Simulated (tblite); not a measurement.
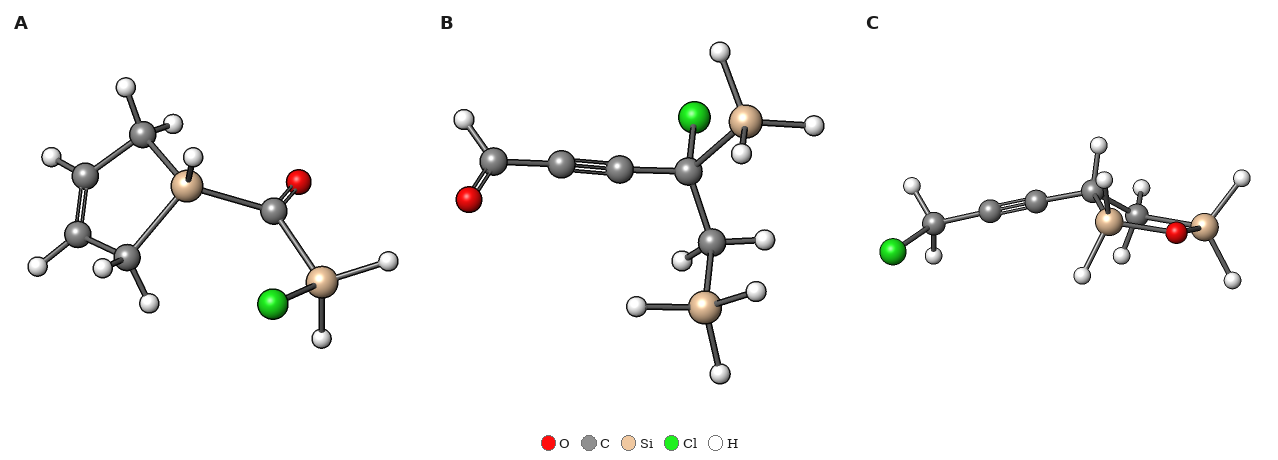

Simulated data, not a measurement (program: tblite).

### Which panel belongs to which SMILES?
(1) ClCC#C[C@@H]1C[SiH2]O[SiH2]1
(2) O=C([SiH2]Cl)[SiH]1CC=CC1
(3) O=CC#C[C@]([SiH3])(Cl)C[SiH3]

A is (2), B is (3), C is (1).
